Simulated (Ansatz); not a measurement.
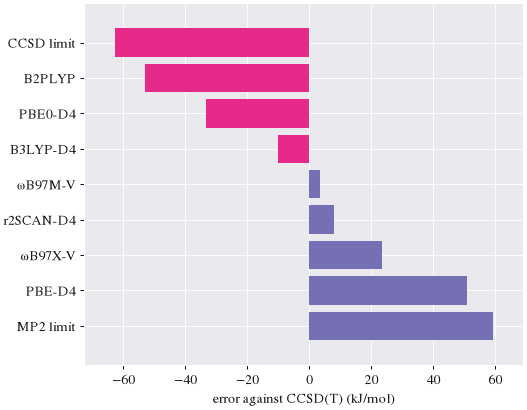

Error in the electronic atomisation energy (method less reference, so positive means overbinding) of CH₆O₂Si₂, SMILES O=CO[SiH2][SiH3]: functionals in def2-TZVPP against frozen-core CCSD(T) at the limit (MP2 extrapolated from triple and quadruple zeta, plus CCSD(T) less MP2 in a smaller set), which gives 3939.0 kJ/mol, at a PBE0-D4/def2-TZVP geometry (no frequency check), no zero-point or spin-orbit term, the Ansatz code 0.2.0. The reference leaves out core correlation, a term that grows with the number of heavy atoms. B2PLYP holds a correlation term that converges slowly with the basis, so part of the distance to the limit is basis error. No dispersion term is added to B2PLYP. Limit means the basis limit.

**Which of these levels overbind, and which underbind?**

Overbind: PBE-D4 and MP2 limit. Underbind: CCSD limit, B2PLYP and PBE0-D4. Within 25 kJ/mol of zero, too close to call in view of what the reference leaves out: B3LYP-D4, ωB97M-V, r2SCAN-D4 and ωB97X-V.

**Give the values.**

| level | kJ/mol |
| --- | --- |
| CCSD limit | −62.9 |
| B2PLYP | −53.1 |
| PBE0-D4 | −33.3 |
| B3LYP-D4 | −10.2 |
| ωB97M-V | 3.3 |
| r2SCAN-D4 | 7.9 |
| ωB97X-V | 23.5 |
| PBE-D4 | 50.8 |
| MP2 limit | 59.3 |

Caveats, for all or some of the runs: one conformer of a flexible molecule.
